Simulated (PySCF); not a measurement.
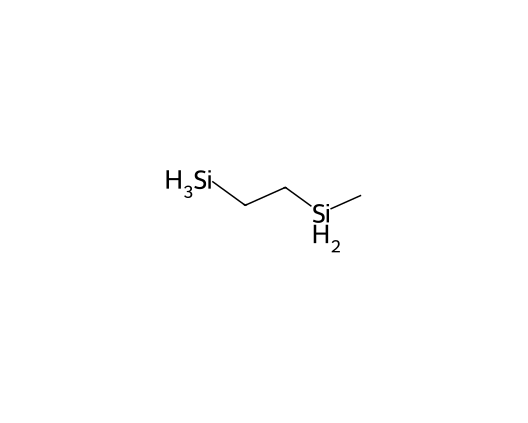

The computed structure is the end point of a PBE0-D3(BJ)/def2-SVP optimisation. No frequency run is at hand to confirm it as a minimum. Level of theory: CAM-B3LYP/def2-SVPD, gas phase (PySCF 2.14.0). Excitations: vertical, linear response.

Estimate the dipole moment.

0.79 D.

Estimate the brightest of the 10 lowest singlets.

8.41 eV.

Estimate the LUMO energy (Kohn–Sham orbital).

1.06 eV.

Give the lowest vertical singlet excitation at this level.

7.27 eV.
